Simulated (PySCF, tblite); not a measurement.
**C₅H₁₁O₂Si radical: geometry, infrared bands and EPR parameters**

Aim: predict the infrared bands and EPR parameters of C₅H₁₁O₂Si radical (`CCO[SiH2]O[C]1CC1`).

Computed with tblite 0.8.0 and PySCF 2.14.0, with density-fitted response routines of our own, on a single molecule in the gas phase. Atoms count from 0, in the outputs and in this text.

**1. The starting structure**

19 atoms, charge 0, multiplicity 2; geometry from: force field or distance geometry start.

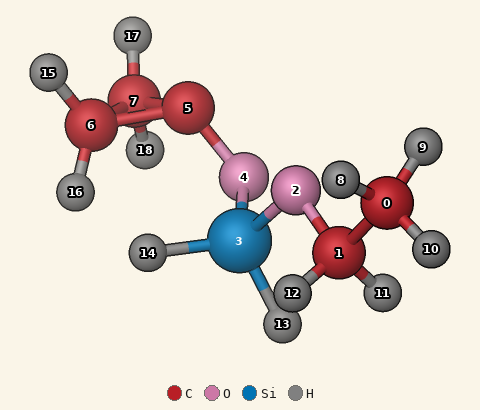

As it starts; carbon red, oxygen pink, silicon blue, hydrogen grey, atoms numbered.

**2. Geometry optimisation with GFN2-xTB**

What the job is given:

```
{"job": {"kind": "relax", "xc": "GFN2-xTB", "basis": "xTB"}, "charge": 0, "multiplicity": 2}
C     -3.532300     0.522900     0.574900
C     -2.456200    -0.196500    -0.217300
O     -1.230100     0.178800     0.371700
Si     0.047300    -0.582800    -0.461400
O      1.251200    -0.999200     0.686300
C      2.038600     0.069500     1.070800
C      2.930900     0.736900     0.030500
C      3.533500    -0.261100     0.987200
H     -3.544000     1.603500     0.298000
H     -3.411800     0.446700     1.673500
H     -4.515500     0.097700     0.255800
H     -2.598300    -1.296200    -0.211900
H     -2.519200     0.187100    -1.240000
H     -0.517600    -1.800000    -1.088100
H      0.676700     0.290400    -1.466900
H      3.274800     1.784900     0.238200
H      2.664000     0.465400    -1.002400
H      4.082600     0.038100     1.882200
H      3.815600    -1.276800     0.641700
```

Launch:

```console
OMP_NUM_THREADS=1 python probes_run.py task.json out
```

The driver reads the jobs from task.json and runs them one after another.

The program printed:

```text
step      E/eV     max force
  0    -710.97200    3.084
  1    -711.42979    1.742
  2    -711.63963    1.108
  3    -711.68863    0.656
  4    -711.76299    0.676
  5    -711.80116    0.690
  6    -711.87219    0.533
  7    -711.90651    0.531
  8    -711.93835    0.336
  9    -711.96226    0.431
 10    -711.98463    0.476
 11    -712.00844    0.381
 12    -712.02733    0.288
 13    -712.03941    0.312
 14    -712.05176    0.305
 15    -712.06896    0.289
 16    -712.08486    0.248
 17    -712.09522    0.228
 18    -712.10178    0.197
 19    -712.10767    0.205
 20    -712.11484    0.237
 21    -712.12160    0.182
 22    -712.12635    0.133
 23    -712.12997    0.145
 24    -712.13393    0.165
 25    -712.13851    0.169
 26    -712.14267    0.142
 27    -712.14559    0.118
 28    -712.14778    0.118
 29    -712.15023    0.134
 30    -712.15303    0.144
 31    -712.15544    0.103
 32    -712.15715    0.084
 33    -712.15850    0.078
 34    -712.15984    0.089
 35    -712.16130    0.090
 36    -712.16273    0.071
 37    -712.16404    0.072
 38    -712.16533    0.076
 39    -712.16678    0.082
 40    -712.16834    0.085
 41    -712.16964    0.066
 42    -712.17046    0.056
 43    -712.17102    0.063
 44    -712.17163    0.071
 45    -712.17241    0.068
 46    -712.17317    0.060
 47    -712.17373    0.047
 48    -712.17416    0.046
 49    -712.17461    0.049
 50    -712.17517    0.069
 51    -712.17575    0.065
 52    -712.17639    0.060
 53    -712.17704    0.057
 54    -712.17760    0.065
 55    -712.17840    0.071
 56    -712.17931    0.072
 57    -712.18023    0.055
 58    -712.18103    0.069
 59    -712.18172    0.056
 60    -712.18236    0.055
 61    -712.18301    0.058
 62    -712.18363    0.075
 63    -712.18420    0.076
 64    -712.18477    0.066
 65    -712.18543    0.055
 66    -712.18619    0.061
 67    -712.18701    0.091
 68    -712.18779    0.087
 69    -712.18847    0.064
 70    -712.18917    0.074
 71    -712.19000    0.075
 72    -712.19100    0.083
 73    -712.19209    0.094
 74    -712.19328    0.097
 75    -712.19493    0.131
 76    -712.19776    0.146
 77    -712.20115    0.115
 78    -712.20419    0.137
 79    -712.20665    0.105
 80    -712.20818    0.105
 81    -712.20940    0.164
 82    -712.21082    0.083
 83    -712.21208    0.063
 84    -712.21294    0.070
 85    -712.21380    0.077
 86    -712.21436    0.051
 87    -712.21475    0.042
 88    -712.21513    0.043
 89    -712.21553    0.047
 90    -712.21589    0.038
 91    -712.21621    0.040
 92    -712.21652    0.039
 93    -712.21681    0.035
 94    -712.21703    0.034
 95    -712.21718    0.030
 96    -712.21733    0.040
 97    -712.21755    0.044
 98    -712.21789    0.039
 99    -712.21833    0.045
100    -712.21882    0.052
101    -712.21939    0.053
102    -712.22017    0.065
103    -712.22123    0.090
104    -712.22245    0.101
105    -712.22364    0.087
106    -712.22476    0.090
107    -712.22587    0.084
108    -712.22720    0.095
109    -712.22876    0.092
110    -712.22987    0.064
111    -712.22989    0.127
112    -712.23064    0.056
113    -712.23091    0.047
114    -712.23139    0.044
115    -712.23171    0.045
116    -712.23200    0.038
117    -712.23223    0.030
118    -712.23241    0.032
119    -712.23256    0.032
120    -712.23270    0.029
121    -712.23281    0.023
122    -712.23288    0.017
123    -712.23294    0.018
124    -712.23298    0.015
125    -712.23302    0.013
126    -712.23305    0.012
127    -712.23307    0.010
128    -712.23309    0.010
129    -712.23311    0.012
130    -712.23314    0.015
131    -712.23317    0.013
132    -712.23321    0.014
133    -712.23326    0.016
134    -712.23332    0.020
135    -712.23341    0.022
136    -712.23355    0.030
137    -712.23372    0.032
138    -712.23388    0.025
139    -712.23402    0.027
140    -712.23417    0.031
141    -712.23438    0.039
142    -712.23467    0.039
143    -712.23497    0.034
144    -712.23520    0.031
145    -712.23534    0.025
146    -712.23547    0.027
147    -712.23558    0.025
148    -712.23567    0.028
149    -712.23577    0.022
150    -712.23590    0.022
151    -712.23596    0.017
152    -712.23602    0.013
153    -712.23605    0.013
154    -712.23609    0.014
155    -712.23614    0.016
156    -712.23619    0.014
157    -712.23625    0.018
158    -712.23632    0.026
159    -712.23641    0.029
160    -712.23650    0.025
161    -712.23659    0.019
162    -712.23667    0.022
163    -712.23673    0.027
164    -712.23680    0.031
165    -712.23687    0.024
166    -712.23696    0.018
167    -712.23709    0.020
168    -712.23719    0.024
169    -712.23726    0.019
170    -712.23733    0.019
171    -712.23738    0.016
172    -712.23742    0.013
173    -712.23745    0.015
174    -712.23746    0.007
```

It took 1.1 s on 1 thread of Arm Neoverse V2, shared host.

Step by step: (not every step is listed)

```csv
step,energy from step 0 (eV),largest force (eV/Å)
0,0.0000,3.0837
1,-0.4578,1.7417
2,-0.6676,1.1082
3,-0.7166,0.6565
4,-0.7910,0.6763
5,-0.8292,0.6903
6,-0.9002,0.5334
7,-0.9345,0.5305
8,-0.9664,0.3365
24,-1.1619,0.1648
40,-1.1963,0.0854
56,-1.2073,0.0720
72,-1.2190,0.0830
88,-1.2431,0.0432
104,-1.2505,0.1009
120,-1.2607,0.0286
136,-1.2616,0.0304
152,-1.2640,0.0135
168,-1.2652,0.0237
169,-1.2653,0.0188
170,-1.2653,0.0189
171,-1.2654,0.0160
172,-1.2654,0.0132
173,-1.2654,0.0149
174,-1.2655,0.0068
```

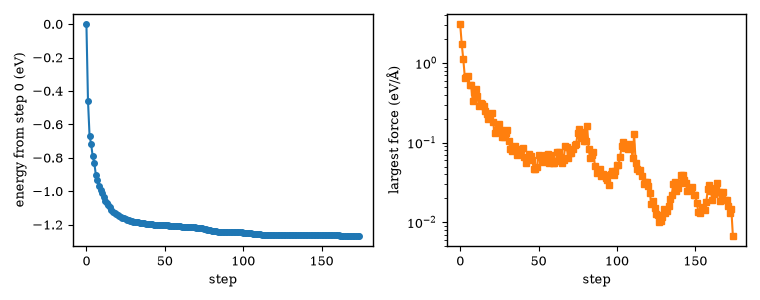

Energy and force, step by step.

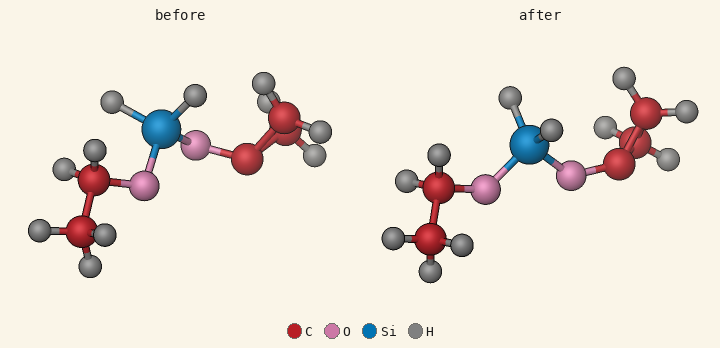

Before and after, at one scale.

Distances of close pairs at the start and the end, largest changes first:

```csv
bond,before (Å),after (Å),change (Å)
O2–Si3,1.705,1.606,-0.098
Si3–O4,1.715,1.620,-0.095
C5–C7,1.533,1.472,-0.062
C5–C6,1.524,1.469,-0.056
O4–C5,1.382,1.327,-0.055
C6–H15,1.122,1.080,-0.042
C0–H10,1.118,1.087,-0.031
C0–H8,1.116,1.087,-0.029
```

The final coordinates are the input of the step that follows.

**3. Infrared spectrum with GFN2-xTB**

What the job is given:

```
{"job": {"kind": "ir", "xc": "GFN2-xTB", "basis": "xTB"}, "charge": 0, "multiplicity": 2}
C     -3.667662     0.374513     0.551916
C     -2.644809    -0.447838    -0.218344
O     -1.374818    -0.264976     0.329967
Si     0.010041    -0.029493    -0.448870
O      0.989044     0.140504     0.830777
C      2.270253     0.465754     0.950066
C      3.319146     0.490026    -0.077821
C      3.419757    -0.434045     1.137168
H     -3.423559     1.430989     0.477434
H     -3.654149     0.088771     1.600117
H     -4.662192     0.207049     0.147722
H     -2.893840    -1.514517    -0.157551
H     -2.648298    -0.160910    -1.276017
H      0.407929    -1.194907    -1.245823
H     -0.010596     1.167551    -1.291953
H      4.004114     1.324349    -0.114980
H      3.106181     0.058776    -1.049499
H      4.165565    -0.192590     1.880190
H      3.278090    -1.499756     0.998366
```

The program printed:

```text
mode    cm-1     km/mol
  1     -39.8      1.24
  2      35.5      0.42
  3      54.8      1.95
  4      78.7      0.38
  5      92.8      0.86
  6     162.0      0.35
  7     213.7      1.31
  8     260.1      6.70
  9     358.2      0.11
 10     378.7      2.07
 11     427.9      1.30
 12     568.3    161.69
 13     624.3      5.61
 14     706.2     61.81
 15     782.8     76.12
 16     784.5      7.64
 17     803.9    237.73
 18     830.2      6.92
 19     836.8    156.03
 20     848.6     31.76
 21     919.3     80.33
 22    1004.2     43.73
 23    1009.6     31.91
 24    1018.4    101.50
 25    1039.4      9.92
 26    1049.6      3.28
 27    1093.7     14.85
 28    1112.6      1.34
 29    1150.4     35.17
 30    1180.9    397.70
 31    1195.5     19.09
 32    1271.2      6.94
 33    1348.6     14.29
 34    1398.3     13.46
 35    1413.4     58.05
 36    1417.9      3.78
 37    1475.1      3.52
 38    1492.1      4.31
 39    1494.4      0.38
 40    1505.9    191.31
 41    2196.5    389.68
 42    2259.7    134.30
 43    2895.7     54.71
 44    2921.5     63.80
 45    3019.2     24.22
 46    3024.5     33.78
 47    3044.7     24.32
 48    3046.9     31.32
 49    3052.7     19.81
 50    3068.5     15.09
 51    3075.7     34.17
```

Run time: 0.62 s. Hardware: 1 thread of Arm Neoverse V2, shared host.

The strongest bands and the atoms that carry them (share of the mass-weighted mode):

```csv
cm⁻¹,km/mol,atoms
568,161.7,"H13 38 %, H14 34 %, Si3 18 %"
804,237.7,"H13 28 %, H14 28 %, Si3 19 %"
837,156.0,"H14 41 %, H13 40 %"
1018,101.5,"H16 29 %, O4 13 %"
1181,397.7,"O2 32 %, C1 22 %"
1506,191.3,"C5 48 %, C6 16 %, C7 14 %"
2196,389.7,"H13 68 %, H14 28 %"
2260,134.3,"H14 69 %, H13 29 %"
```

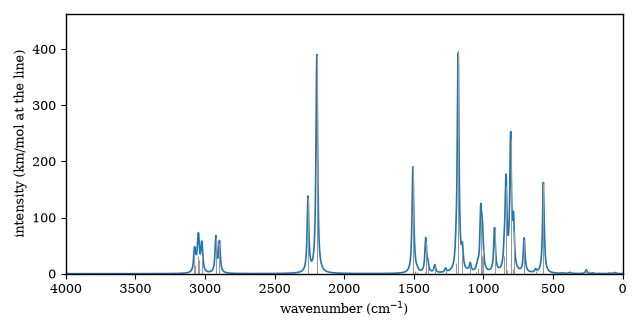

The infrared spectrum from these modes, unscaled. Lines are broadened to a width of 14 cm⁻¹ (Lorentzian).

**4. g tensor and hyperfine couplings: B3LYP/pcH-1**

Same as in step 3 but for these lines:

```diff
@@ -1,2 +1,2 @@
-{"job": {"kind": "ir", "xc": "GFN2-xTB", "basis": "xTB"}, "charge": 0, "multiplicity": 2}
+{"job": {"kind": "epr", "basis": "pcH-1"}, "charge": 0, "multiplicity": 2}
 C     -3.667662     0.374513     0.551916
```

Level: UKS B3LYP, pcH-1 on C H O Si, non-relativistic, mean-field spin-orbit, GIAO.

The program printed:

```text
UKS, coarse grid
  cycle   1  E = -636.90416601  |g| = 7.16e-01
  cycle   2  E = -636.56183840  |g| = 1.20e+00
  cycle   3  E = -637.07906362  |g| = 1.23e-01
  cycle   4  E = -637.08423839  |g| = 5.33e-02
  cycle   5  E = -637.08557145  |g| = 8.97e-03
  cycle   6  E = -637.08560091  |g| = 5.53e-03
  cycle   7  E = -637.08561425  |g| = 1.61e-03
  cycle   8  E = -637.08561594  |g| = 5.90e-04
UKS, final grid
  cycle   1  E = -637.08562593  |g| = 7.90e-04
  cycle   2  E = -637.08562567  |g| = 1.18e-03
  cycle   3  E = -637.08562619  |g| = 9.64e-05
  cycle   4  E = -637.08562619  |g| = 4.12e-05
  cycle   5  E = -637.08562619  |g| = 1.75e-05
E = -637.08562619 Eh   <S^2> = 0.7526 (exact 0.7500)
g shifts (ppm)      1          2          3
  rmc          -186       -186       -186
  gc             -8          9         18
  oz_so         -35       1367       2011
  total        -229       1189       1843
hyperfine (MHz)  atom isotope    a_iso     a_fc   dipolar eigenvalues
    0   13C       0.15       0.15     -0.12     -0.08      0.20
    1   13C      -0.00      -0.00     -0.15     -0.12      0.27
    2   17O       1.16       1.16     -0.31     -0.10      0.40
    3  29Si     -16.61     -16.65     -6.65      2.94      3.70
    4   17O     -60.07     -60.07    -39.91     19.50     20.42
    5   13C     410.01     410.04    -68.96    -64.16    133.12
    6   13C       0.43       0.43     -6.05     -2.18      8.22
    7   13C       7.38       7.38     -7.04     -3.21     10.25
    8    1H      -0.02      -0.02     -0.43     -0.40      0.83
    9    1H      -0.02      -0.02     -0.39     -0.37      0.76
   10    1H      -0.03      -0.03     -0.25     -0.23      0.48
   11    1H       0.19       0.18     -0.48     -0.44      0.92
   12    1H       0.01       0.01     -0.54     -0.48      1.02
   13    1H      14.79      14.79     -2.16     -1.30      3.46
   14    1H      -0.45      -0.45     -2.01     -1.71      3.72
   15    1H      56.96      56.96     -6.58     -4.08     10.66
   16    1H      26.24      26.24     -5.30     -1.86      7.16
   17    1H      51.08      51.07     -6.78     -4.34     11.12
   18    1H      26.78      26.77     -5.63     -1.88      7.51
```

It took 2.4 min on 1 thread of Arm Neoverse V2, shared host; peak memory 1.1 GiB.

Principal g values 2.00209, 2.00351, 2.00416; g(iso) = 2.00325, against 2.00232 for a free electron.

Hyperfine couplings; where a row names several nuclei, a(iso) is their mean (it holds for fast rotation or exchange) and the dipolar term the largest among them:

```csv
nuclei,isotope,a(iso) (MHz),"a(iso) (G, at g = 2.0023)",largest dipolar term (MHz)
C5,13C,410.0,146.3,133.1
O4,17O,-60.1,-21.4,-39.9
"H15, H16, H17, H18",1H,40.3,14.4,11.1
Si3,29Si,-16.6,-5.9,-6.6
"H13, H14",1H,7.2,2.6,3.7
"C6, C7",13C,3.9,1.4,10.2
O2,17O,1.2,0.4,0.4
C0,13C,0.1,0.1,0.2
"H11, H12",1H,0.1,0.0,1.0
"H8, H9, H10",1H,0.0,0.0,0.8
C1,13C,0.0,0.0,0.3
```

Mulliken spin populations:

C0 0.00; C1 0.00; O2 0.00; Si3 0.02; O4 0.08; C5 0.82; C6 0.00; C7 0.01; H8 0.00; H9 0.00; H10 0.00; H11 0.00; H12 0.00; H13 0.01; H14 0.00; H15 0.02; H16 0.02; H17 0.02; H18 0.02

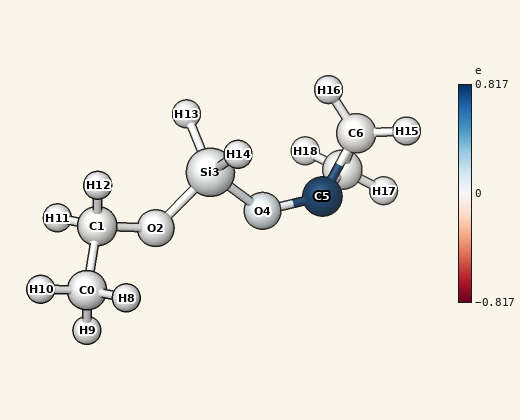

Mulliken spin populations, as colours on the atoms.

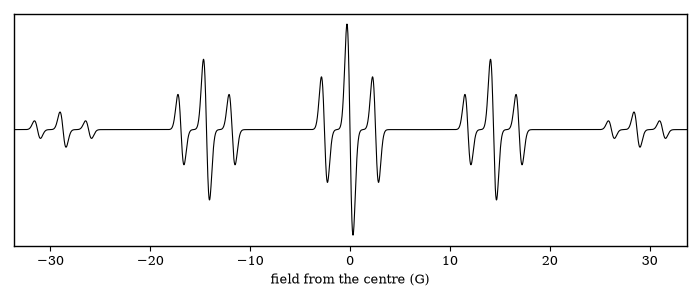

First-order isotropic spectrum (first derivative, main isotopes with spin only, couplings over 0.8 MHz, Gaussian width 0.3 G; couplings of the frozen geometry, rotation of groups not averaged beyond the rows shown).

The fields below are evaluated on a grid from the run's orbitals.

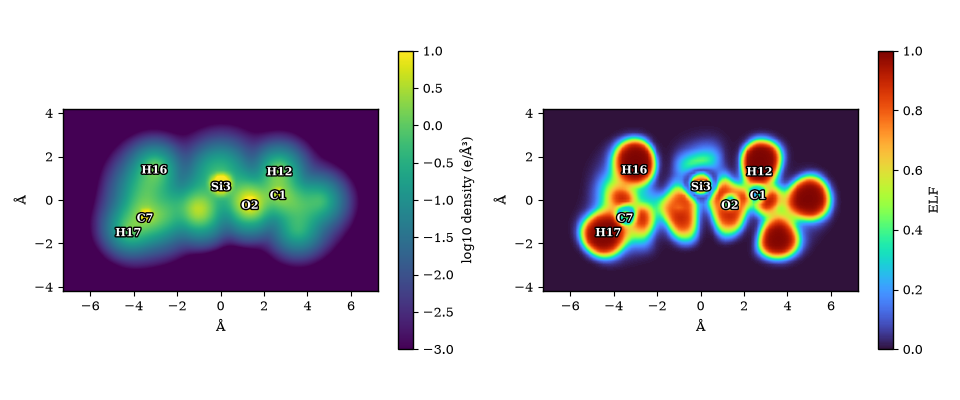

Density (left) and ELF (right) in a plane through or near 7 of the atoms.

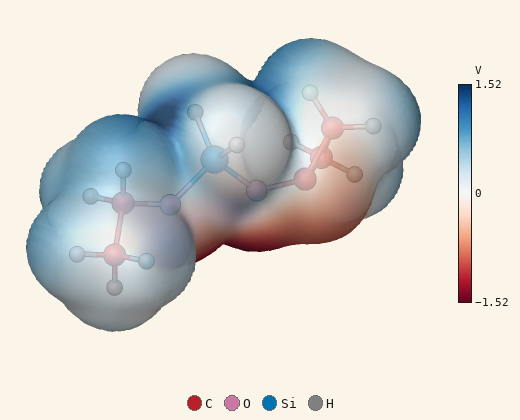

The potential that a unit positive charge feels on the 0.002 e/bohr³ surface, from -1.52 V near O2 to 1.25 V near H12.

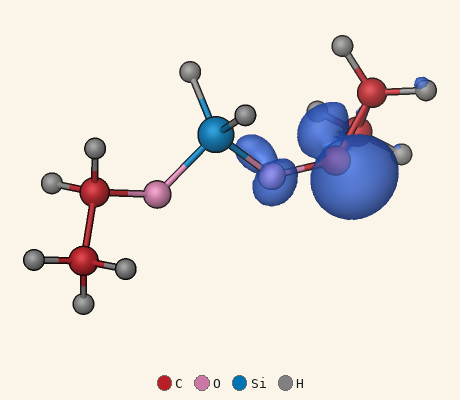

Spin density at ±0.05 e/Å³ (alpha excess blue, beta excess red).

**5. Outcome**

| quantity | value |
| --- | --- |
| strongest single infrared mode (GFN2-xTB) | 1181 cm⁻¹, 398 km/mol |
| zero-point energy (GFN2-xTB) | 93.0 kcal/mol |
| g(iso) (B3LYP) | 2.00325 |
| ⟨S²⟩ | 0.753 (exact 0.75) |
| largest a(iso) (averaged by class) | 13C on C5, 410.0 MHz |
| potential on the surface of density 0.002 e/bohr³, 1st and 99th percentile | -1.52 V and 1.25 V |

In words: The optimisation took 174 steps and gained 1.265 eV; among the close pairs (by a distance rule), O2–Si3 changed most, from 1.705 to 1.606 Å. The lowest mode is imaginary (40i cm⁻¹), so the xTB geometry is not a minimum: the zero-point energy counts the real modes alone, and all values at this geometry belong to a saddle point. The strongest single mode, at 1181 cm⁻¹, is spread over many atoms; the largest shares are those of O2, C1. Unscaled tight-binding wavenumbers are off by several per cent, some by more. Its intensities can rank the bands wrongly. Most of the unpaired spin sits on C5 (0.82 e). The isotropic g lies 0.9 ppt above the free-electron value. These values are for one conformer; the search (at its own cheap level) found 2 more, at 1.10, 1.20 kcal/mol, and measured spectra average over such forms.
